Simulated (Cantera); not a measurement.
Charge: 1 mol PbO, 0.34 mol O2, 0.56 mol H2, equilibrated at 14.0 Pa.

Cantera equilibrium calculation (NASA polynomials, part measured and part estimated; ideal gas, pure solids and liquids). Candidate condensed phases: H2O, Pb, PbO, PbO2, Pb3O4; 12 gas species. Equilibrium is a limit: real reactors are often held back by kinetics, nucleation or transport.

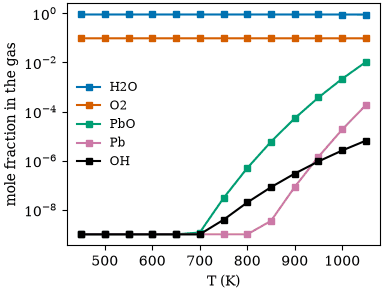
Fig. 1. Equilibrium gas composition (values under 1e-9 drawn at 1e-9)

From 450 K to 750 K the condensed part is PbO(red). From 800 K to 1050 K the condensed part is PbO(yellow).
